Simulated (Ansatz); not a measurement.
Start from BeSe in the zinc blende structure (space group F-43m, No. 216; a = 5.129 Å).

It is then changed as follows: hydrostatic tension (pressure −2 GPa).

All numbers come from plane-wave PAW DFT at the PBEsol level (Ansatz, a first-principles code, 420 eV), without spin-orbit coupling.

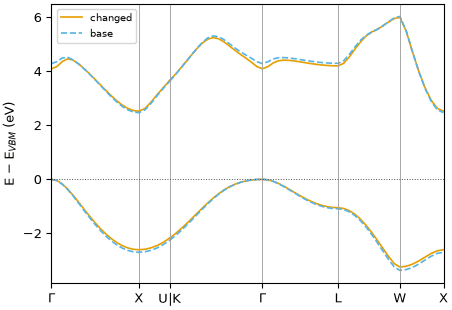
Highest valence and lowest conduction band along the path, each from its own valence-band maximum

Q: From the figure, how large is the changed gap, and is it direct?

A: About 2.5 eV, indirect, Γ → X.

Load acts through the strain it causes; cell and atoms are relaxed under it. Whether these cells are dynamically stable was not tested.
